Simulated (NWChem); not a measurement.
**Run report: C3H5Cl, single-point calculation (part 2 of 3)**

The same run, continued: C3H5Cl, SMILES C=C(C)Cl; CCSD(T)/def2-SVPD, RHF (NWChem 7.3.0). The geometry comes from this level: PBE0-D4/def2-TZVP.

Geometry of the input (Å):
```
C  -0.2313  1.3023  -0.4742
C  -0.1905  -0.0196  -0.4273
C  0.3231  -0.8470  0.6955
Cl -0.7772  -0.9518  -1.7735
H  -0.6216  1.8346  -1.3307
H  0.1354  1.8781  0.3670
H  -0.4598  -1.5077  1.0761
H  1.1481  -1.4807  0.3602
H  0.6737  -0.2081  1.5069
```

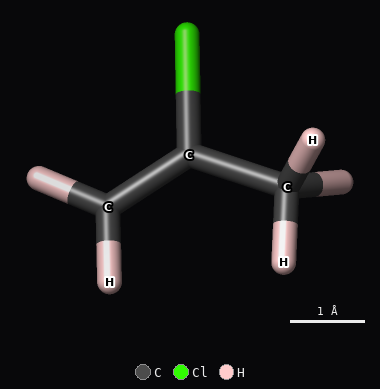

**Figure 1.** The structure (stick view, seen at a tilt).

Output, continued
```
 Vector   13  Occ=2.000000D+00  E=-6.485967D-01
              MO Center= -2.3D-01,  3.2D-01, -5.1D-01, r^2= 3.3D+00
   Bfn.  Coefficient  Atom+Function         Bfn.  Coefficient  Atom+Function
  ----- ------------  ---------------      ----- ------------  ---------------
     7      0.270746  1 C  pz                88     -0.255416  5 H  s
    37      0.209529  2 C  d -1              46      0.210570  3 C  py
    27      0.187971  2 C  pz                97     -0.171777  6 H  s
    74     -0.164807  4 Cl pz                63      0.158847  4 Cl s
    96      0.157901  6 H  s

 Vector   14  Occ=2.000000D+00  E=-6.291501D-01
              MO Center= -1.1D-02,  2.6D-01, -1.5D-02, r^2= 2.7D+00
   Bfn.  Coefficient  Atom+Function         Bfn.  Coefficient  Atom+Function
  ----- ------------  ---------------      ----- ------------  ---------------
     3      0.418170  1 C  s                 43     -0.310863  3 C  s
    26     -0.308479  2 C  py                29     -0.306852  2 C  py
     6      0.282945  1 C  py                47     -0.248745  3 C  pz
    96      0.230547  6 H  s                 23     -0.204080  2 C  s
   120     -0.204319  9 H  s                 97      0.165132  6 H  s

 Vector   15  Occ=2.000000D+00  E=-5.982298D-01
              MO Center=  1.8D-01, -9.2D-01,  3.8D-01, r^2= 1.9D+00
   Bfn.  Coefficient  Atom+Function         Bfn.  Coefficient  Atom+Function
  ----- ------------  ---------------      ----- ------------  ---------------
    45      0.353124  3 C  px               104     -0.274487  7 H  s
   112      0.275020  8 H  s                 48      0.182053  3 C  px
    25      0.165274  2 C  px                47     -0.157678  3 C  pz

 Vector   16  Occ=2.000000D+00  E=-5.495232D-01
              MO Center=  1.6D-01, -2.9D-01,  3.5D-01, r^2= 2.9D+00
   Bfn.  Coefficient  Atom+Function         Bfn.  Coefficient  Atom+Function
  ----- ------------  ---------------      ----- ------------  ---------------
    46      0.361596  3 C  py               120      0.270960  9 H  s
    26     -0.204359  2 C  py                88      0.194001  5 H  s
   104     -0.191747  7 H  s                112     -0.190837  8 H  s
    49      0.182055  3 C  py                 6      0.176794  1 C  py
     7     -0.158525  1 C  pz

 Vector   17  Occ=2.000000D+00  E=-5.189051D-01
              MO Center= -3.0D-01,  4.5D-02, -6.6D-01, r^2= 3.5D+00
   Bfn.  Coefficient  Atom+Function         Bfn.  Coefficient  Atom+Function
  ----- ------------  ---------------      ----- ------------  ---------------
    97     -0.276876  6 H  s                 73     -0.270155  4 Cl py
    74     -0.268739  4 Cl pz                24      0.252937  2 C  s
    27      0.249123  2 C  pz                96     -0.224882  6 H  s
     7     -0.212894  1 C  pz                47     -0.202357  3 C  pz
    70     -0.198157  4 Cl py                89      0.196253  5 H  s

 Vector   18  Occ=2.000000D+00  E=-4.902259D-01
              MO Center= -5.1D-01, -7.7D-01, -1.2D+00, r^2= 2.5D+00
   Bfn.  Coefficient  Atom+Function         Bfn.  Coefficient  Atom+Function
  ----- ------------  ---------------      ----- ------------  ---------------
    72      0.483204  4 Cl px                69      0.357031  4 Cl px
    74     -0.215659  4 Cl pz                66      0.205485  4 Cl px
    45     -0.163132  3 C  px                71     -0.159307  4 Cl pz
    25      0.154472  2 C  px

 Vector   19  Occ=2.000000D+00  E=-4.504383D-01
              MO Center= -6.8D-01, -8.6D-01, -1.6D+00, r^2= 1.9D+00
   Bfn.  Coefficient  Atom+Function         Bfn.  Coefficient  Atom+Function
  ----- ------------  ---------------      ----- ------------  ---------------
    73     -0.534771  4 Cl py                 3      0.493195  1 C  s
    43     -0.370621  3 C  s                 70     -0.370718  4 Cl py
    74      0.345035  4 Cl pz                71      0.238747  4 Cl pz
    67     -0.212915  4 Cl py                89     -0.209968  5 H  s
    72      0.161934  4 Cl px

 Vector   20  Occ=2.000000D+00  E=-3.644622D-01
              MO Center= -3.2D-01,  2.8D-01, -7.0D-01, r^2= 2.6D+00
   Bfn.  Coefficient  Atom+Function         Bfn.  Coefficient  Atom+Function
  ----- ------------  ---------------      ----- ------------  ---------------
     5      0.342027  1 C  px                72     -0.310265  4 Cl px
    25      0.297182  2 C  px                28      0.253706  2 C  px
    69     -0.219983  4 Cl px                 8      0.195687  1 C  px
     7     -0.152662  1 C  pz

 Vector   21  Occ=0.000000D+00  E= 9.489541D-02
              MO Center=  1.4D-01,  4.8D-01,  3.2D-01, r^2= 1.2D+01
   Bfn.  Coefficient  Atom+Function         Bfn.  Coefficient  Atom+Function
  ----- ------------  ---------------      ----- ------------  ---------------
     4      5.262254  1 C  s                 24     -4.988483  2 C  s
    44      4.143142  3 C  s                 97     -3.274168  6 H  s
    43      3.132454  3 C  s                 89     -2.243728  5 H  s
   121     -2.041033  9 H  s                105     -1.550481  7 H  s
   113     -1.551215  8 H  s                  3      1.470544  1 C  s

 Vector   22  Occ=0.000000D+00  E= 1.182779D-01
              MO Center= -1.3D+00, -1.7D+00, -3.0D+00, r^2= 7.4D+00
   Bfn.  Coefficient  Atom+Function         Bfn.  Coefficient  Atom+Function
  ----- ------------  ---------------      ----- ------------  ---------------
    24      7.447445  2 C  s                 65     -2.658871  4 Cl s
     4     -2.010548  1 C  s                 77     -1.988792  4 Cl pz
    76     -1.574946  4 Cl py                44     -1.307235  3 C  s
    97      1.232108  6 H  s                 43     -1.189846  3 C  s
    23     -0.907642  2 C  s                 75     -0.864373  4 Cl px

 Vector   23  Occ=0.000000D+00  E= 1.221925D-01
              MO Center= -4.0D-01, -2.0D-02, -9.1D-01, r^2= 8.0D+00
   Bfn.  Coefficient  Atom+Function         Bfn.  Coefficient  Atom+Function
  ----- ------------  ---------------      ----- ------------  ---------------
   105      1.015262  7 H  s                113     -1.017076  8 H  s
    75      0.829362  4 Cl px                56     -0.498087  3 C  d -2
   117      0.401283  8 H  px                36      0.397192  2 C  d -2
    77     -0.372340  4 Cl pz                39     -0.325690  2 C  d  1
   125      0.319372  9 H  px                38     -0.311979  2 C  d  0

 Vector   24  Occ=0.000000D+00  E= 1.261674D-01
              MO Center= -1.2D-01,  3.7D-02, -2.8D-01, r^2= 1.4D+01
   Bfn.  Coefficient  Atom+Function         Bfn.  Coefficient  Atom+Function
  ----- ------------  ---------------      ----- ------------  ---------------
     4      4.756855  1 C  s                 44     -3.093336  3 C  s
    97     -3.037217  6 H  s                 89     -2.698929  5 H  s
    23      1.843059  2 C  s                105      1.684297  7 H  s
   113      1.679580  8 H  s                121      1.638430  9 H  s
    24     -1.456599  2 C  s                 43     -1.450779  3 C  s

 Vector   25  Occ=0.000000D+00  E= 1.540211D-01
              MO Center= -5.5D-01, -5.6D-01, -1.3D+00, r^2= 1.5D+01
   Bfn.  Coefficient  Atom+Function         Bfn.  Coefficient  Atom+Function
  ----- ------------  ---------------      ----- ------------  ---------------
     4      4.159769  1 C  s                 44     -3.841569  3 C  s
     3      2.759656  1 C  s                 89     -2.386005  5 H  s
   121      2.110293  9 H  s                 97     -1.931275  6 H  s
    43     -1.757401  3 C  s                 76     -1.510008  4 Cl py
    77      1.023338  4 Cl pz               105      0.814494  7 H  s

 Vector   26  Occ=0.000000D+00  E= 1.591898D-01
              MO Center= -6.3D-02,  1.4D-01, -1.3D-01, r^2= 1.0D+01
   Bfn.  Coefficient  Atom+Function         Bfn.  Coefficient  Atom+Function
  ----- ------------  ---------------      ----- ------------  ---------------
     3      3.565427  1 C  s                 24     -3.546526  2 C  s
    97     -3.469450  6 H  s                121     -3.160586  9 H  s
    43      2.883493  3 C  s                 44      2.451372  3 C  s
    89      2.209050  5 H  s                 37      1.897566  2 C  d -1
     4      1.496117  1 C  s                 65     -1.426342  4 Cl s

 Vector   27  Occ=0.000000D+00  E= 1.643420D-01
              MO Center= -5.0D-01, -4.4D-01, -1.1D+00, r^2= 8.3D+00
   Bfn.  Coefficient  Atom+Function         Bfn.  Coefficient  Atom+Function
  ----- ------------  ---------------      ----- ------------  ---------------
   105      1.752248  7 H  s                113     -1.758526  8 H  s
    75      1.074900  4 Cl px                39     -0.545750  2 C  d  1
    56     -0.541756  3 C  d -2              38     -0.526863  2 C  d  0
   109      0.514019  7 H  px                77     -0.479116  4 Cl pz
   117      0.466007  8 H  px                28      0.426904  2 C  px

 Vector   28  Occ=0.000000D+00  E= 1.922055D-01
              MO Center=  4.5D-02, -1.9D-02,  1.0D-01, r^2= 9.9D+00
   Bfn.  Coefficient  Atom+Function         Bfn.  Coefficient  Atom+Function
  ----- ------------  ---------------      ----- ------------  ---------------
    24     12.488561  2 C  s                  3     -3.996967  1 C  s
    44     -3.837845  3 C  s                  4     -3.775182  1 C  s
    43     -2.264708  3 C  s                 97      2.224139  6 H  s
    65     -1.748960  4 Cl s                 40     -1.500363  2 C  d  2
    37     -1.089770  2 C  d -1              17     -0.920308  1 C  d -1

 Vector   29  Occ=0.000000D+00  E= 2.099613D-01
              MO Center= -4.3D-02,  1.7D-01, -9.1D-02, r^2= 8.1D+00
   Bfn.  Coefficient  Atom+Function         Bfn.  Coefficient  Atom+Function
  ----- ------------  ---------------      ----- ------------  ---------------
     3      3.864499  1 C  s                  4     -1.830968  1 C  s
    23     -1.827206  2 C  s                121     -1.146168  9 H  s
    24     -1.066391  2 C  s                 38      1.001955  2 C  d  0
    97      0.960329  6 H  s                113      0.950277  8 H  s
   105      0.942188  7 H  s                 64     -0.888272  4 Cl s

 Vector   30  Occ=0.000000D+00  E= 2.260981D-01
              MO Center=  2.0D-01, -1.5D+00,  3.9D-01, r^2= 8.7D+00
   Bfn.  Coefficient  Atom+Function         Bfn.  Coefficient  Atom+Function
  ----- ------------  ---------------      ----- ------------  ---------------
   105      2.265765  7 H  s                113     -2.261306  8 H  s
   117      1.536955  8 H  px               109      1.145281  7 H  px
   111     -1.013680  7 H  pz               110      0.819302  7 H  py
   118     -0.779359  8 H  py               125      0.637204  9 H  px
    48      0.586613  3 C  px                75     -0.504708  4 Cl px

 Vector   31  Occ=0.000000D+00  E= 2.372667D-01
              MO Center=  5.1D-01, -2.6D-02,  1.1D+00, r^2= 5.5D+00
   Bfn.  Coefficient  Atom+Function         Bfn.  Coefficient  Atom+Function
  ----- ------------  ---------------      ----- ------------  ---------------
   125      1.452475  9 H  px                59      0.863553  3 C  d  1
    58      0.819192  3 C  d  0             111     -0.681726  7 H  pz
   127     -0.651013  9 H  pz               119      0.625493  8 H  pz
     8     -0.581073  1 C  px                36      0.539847  2 C  d -2
   110     -0.511944  7 H  py               118      0.514439  8 H  py

 Vector   32  Occ=0.000000D+00  E= 2.427358D-01
              MO Center= -5.8D-01, -6.2D-01, -1.3D+00, r^2= 9.6D+00
   Bfn.  Coefficient  Atom+Function         Bfn.  Coefficient  Atom+Function
  ----- ------------  ---------------      ----- ------------  ---------------
    24      9.989680  2 C  s                 65     -5.538358  4 Cl s
    77     -2.268714  4 Cl pz                97     -1.801707  6 H  s
    76     -1.770742  4 Cl py                43     -1.634617  3 C  s
   121     -1.422980  9 H  s                 75     -0.986396  4 Cl px
    50      0.862258  3 C  pz                30      0.754688  2 C  pz

 Vector   33  Occ=0.000000D+00  E= 2.540975D-01
              MO Center=  2.1D-01,  4.3D-01,  4.7D-01, r^2= 1.1D+01
   Bfn.  Coefficient  Atom+Function         Bfn.  Coefficient  Atom+Function
  ----- ------------  ---------------      ----- ------------  ---------------
    89      3.828173  5 H  s                 97     -3.416374  6 H  s
    43      3.221366  3 C  s                121      2.974090  9 H  s
   105     -1.888221  7 H  s                113     -1.877518  8 H  s
    44      1.709200  3 C  s                127     -1.598334  9 H  pz
    37      1.526526  2 C  d -1              95      1.267302  5 H  pz

 Vector   34  Occ=0.000000D+00  E= 2.833753D-01
              MO Center= -3.6D-01,  3.3D-01, -8.0D-01, r^2= 9.2D+00
   Bfn.  Coefficient  Atom+Function         Bfn.  Coefficient  Atom+Function
  ----- ------------  ---------------      ----- ------------  ---------------
     3      4.041379  1 C  s                  4     -3.415617  1 C  s
    43     -2.001665  3 C  s                 97      1.823068  6 H  s
    29     -1.324407  2 C  py                95     -1.327805  5 H  pz
    49     -1.160319  3 C  py               121      0.929653  9 H  s
    94      0.865769  5 H  py                30      0.808032  2 C  pz

 Vector   35  Occ=0.000000D+00  E= 2.954919D-01
              MO Center= -2.7D-01,  1.4D-01, -6.1D-01, r^2= 8.4D+00
   Bfn.  Coefficient  Atom+Function         Bfn.  Coefficient  Atom+Function
  ----- ------------  ---------------      ----- ------------  ---------------
   111     -0.996793  7 H  pz               105      0.989296  7 H  s
   113     -0.982047  8 H  s                 93      0.915615  5 H  px
   101     -0.866350  6 H  px               125      0.746670  9 H  px
   119      0.740563  8 H  pz                59      0.692308  3 C  d  1
   117      0.674672  8 H  px                58      0.666281  3 C  d  0

 Vector   36  Occ=0.000000D+00  E= 3.022244D-01
              MO Center= -1.1D-03,  7.5D-02,  3.0D-03, r^2= 9.3D+00
   Bfn.  Coefficient  Atom+Function         Bfn.  Coefficient  Atom+Function
  ----- ------------  ---------------      ----- ------------  ---------------
    24      6.785108  2 C  s                  3     -5.850542  1 C  s
   121      2.682671  9 H  s                 43     -2.148218  3 C  s
    23      2.001582  2 C  s                 97      1.972495  6 H  s
    65     -1.875246  4 Cl s                 44     -1.856221  3 C  s
     9      1.637205  1 C  py                29      1.437323  2 C  py

 Vector   37  Occ=0.000000D+00  E= 3.159230D-01
              MO Center= -8.0D-02, -2.8D-01, -2.0D-01, r^2= 9.5D+00
   Bfn.  Coefficient  Atom+Function         Bfn.  Coefficient  Atom+Function
  ----- ------------  ---------------      ----- ------------  ---------------
    24      3.710680  2 C  s                 23     -2.511778  2 C  s
    97      2.027631  6 H  s                 43     -1.982979  3 C  s
     4     -1.899683  1 C  s                  3      1.645857  1 C  s
    17     -1.528822  1 C  d -1             121     -1.471971  9 H  s
    89     -1.315090  5 H  s                105      1.200605  7 H  s
```
